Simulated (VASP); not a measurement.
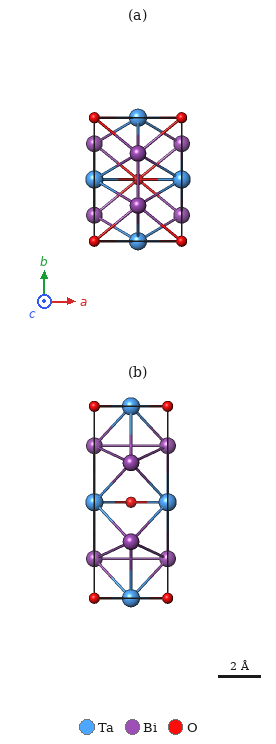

The structure of crystalline Ta$_{2}$Bi$_{2}$O (a generated structure, set up in Immm) before (top) and after (bottom) a relaxation, at one scale.

The picture is a ball-and-stick view of the conventional cell (2 times the calculation's cell), seen along the c axis. Lengths and directions refer to the drawn axes.

The run lets cell and atoms move.

Level of theory: VASP, Kohn-Sham DFT of a periodic cell, PBE, VASP PAW PBE potentials, recommended.

The input:
```
SYSTEM = Ta2Bi2O
PREC     = Normal         ! precision mode
ENCUT    = 520            ! plane-wave cutoff, eV
EDIFF    = 1E-4           ! SCF threshold, eV
ISMEAR   = 0              ! smearing method
SIGMA    = 0.15           ! smearing width, eV
LREAL    = .FALSE.        ! projectors in reciprocal space
LASPH    = .TRUE.         ! aspherical terms in the spheres
NELM     = 60             ! most SCF steps
ALGO     = Fast           ! electronic algorithm
ISIF     = 3              ! what is computed and relaxed
LWAVE    = .FALSE.        ! write WAVECAR
LCHARG   = .FALSE.        ! write CHGCAR
GGA      = PE             ! functional
IBRION   = 2              ! ionic algorithm
NSW      = 24             ! ionic steps
EDIFFG   = -0.08          ! ionic threshold
```

Launched with:
```bash
cat potpaw_PBE.64/Ta_pv/POTCAR potpaw_PBE.64/Bi_d/POTCAR potpaw_PBE.64/O/POTCAR > POTCAR
mpirun -np 1 vasp_std > vasp.out
```

Summarise the run.

The relaxation stopped without meeting its thresholds, so the last structure isn't shown to be converged. The largest moves relative to the cell, 0.28 Å, are those of Ta atoms. By element the largest moves are Ta 0.28 Å, Bi 0.05 Å. O stays in place. The drawn cell changes as follows: a 4.161 → 3.495 Å (−16.0 %), b 5.888 → 9.150 Å (+55.4 %), c 8.752 → 5.856 Å (−33.1 %); the volume changes by −12.7 %. Some distances before and after: Ta–Ta 5.056 → 2.826 Å, Bi–Bi 3.407 → 5.389 Å, Bi–Bi 4.867 → 3.505 Å, Bi–Bi 2.481 → 3.762 Å. Bond angles that change, for instance: Bi–Ta–Bi 67.9° → 124.6°, Ta–Bi–Ta 112.1° → 55.4°, Bi–Ta–Bi 106.0° → 71.2°. The space group stays Immm (No. 71). The energy falls by 1418 meV per atom in 23 geometry steps. The largest force component goes from 8.5 to 0.48 eV/Å. Pressure: 1.58 GPa at the start and −0.33 GPa at the end. At step 1 the optimiser overshot: the energy rose above the start, and later steps came back. The volume changes by over a tenth within one run on a fixed set of plane waves, so the end point should be relaxed again from the new cell.
